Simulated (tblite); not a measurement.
# C4H12GeSi: the cost of one run

Programs: tblite 0.8.0 and PySCF 2.14.0, with density-fitted response routines of our own. Each step states its level of theory. These are calculated values for one molecule in the gas phase, unless marked as measured. Atoms are numbered from 0 throughout.

## Step 1: The starting structure

18 atoms, charge 0, multiplicity 1; geometry from: force field or distance geometry start.

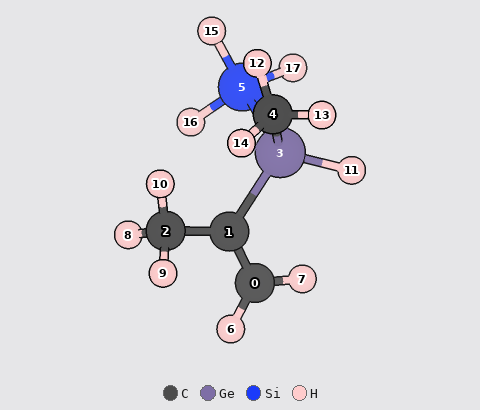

The starting geometry (carbon dark grey, germanium purple, silicon blue, hydrogen pink), atoms numbered; sticks join atoms by distance.

## Step 2: Geometry optimisation with GFN2-xTB

What the job is given:

```
{"job": {"kind": "relax", "xc": "GFN2-xTB", "basis": "xTB"}, "charge": 0, "multiplicity": 1}
C     -1.144400    -1.584000     1.358500
C     -0.898700    -0.765900     0.339400
C     -1.606400    -0.806200    -0.946700
Ge     0.519600     0.539700     0.595800
C     -0.109400     2.185800    -0.162400
Si     2.448000    -0.252000    -0.397700
H     -1.914000    -2.335300     1.321100
H     -0.568000    -1.479300     2.273300
H     -1.301700    -1.739700    -1.469100
H     -2.704700    -0.818400    -0.736900
H     -1.305900     0.093200    -1.546900
H      0.793700     0.684900     2.119400
H      0.591900     2.627800    -0.887400
H     -0.208500     2.916500     0.673900
H     -1.131100     2.091600    -0.599300
H      2.754900     0.563900    -1.546800
H      2.191600    -1.617500    -0.919900
H      3.584400    -0.298900     0.520000
```

The run is started by

```
$ OMP_NUM_THREADS=1 python probes_run.py task.json out
```

The driver reads the jobs from task.json and runs them one after another.

**Question.** How long does this first job take on 1 thread of Intel Xeon at 2.50GHz, shared host, and how much memory does it need?

About 5.1 s, with a peak of 0.18 GiB.
